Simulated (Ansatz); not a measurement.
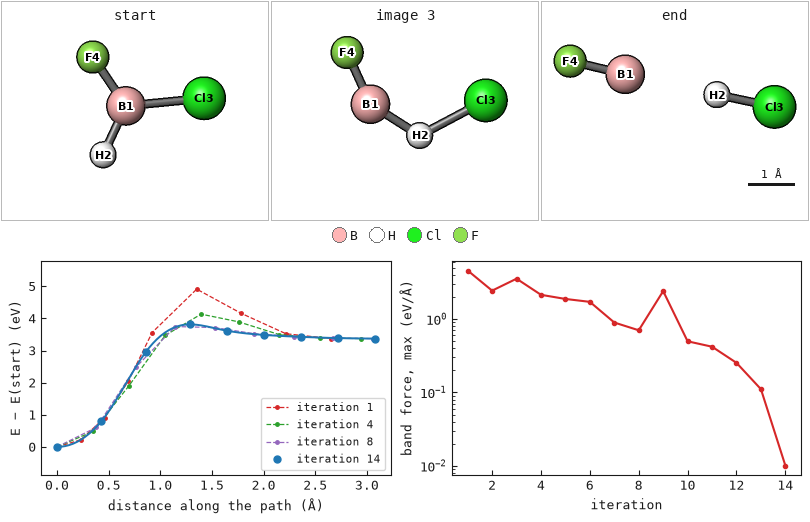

A search for the minimum-energy path of BHClF by the nudged elastic band. Images are numbered from 0 (start) to 8 (end). The plot follows the band through its iterations. A ball-and-stick model, seen face on.

Method: Ansatz, RKS PBE0-D4/6-31G*. Run with 7 movable images; climbing image; force threshold 0.05 eV/Å; iteration limit 60; starting path through a guess of the saddle point.

How did the profile develop, and is the result final?

Answer. The result is final at these settings. The band converged in 14 iterations. The largest component of the band force went from 4.6 to 0.01 eV/Å. The climbing image converged on the top of the path. Its vibrational analysis gives one imaginary mode (812i cm⁻¹), as a transition state must have. The first iteration put the highest image at 4.91 eV. The highest point, image 3, lies 3.81 eV above the start and 0.44 eV above the end; the end is at +3.37 eV relative to the start.

Cost: 100 s on 1 thread of Arm Neoverse V1 (shared host), peak memory 0.096 GiB.
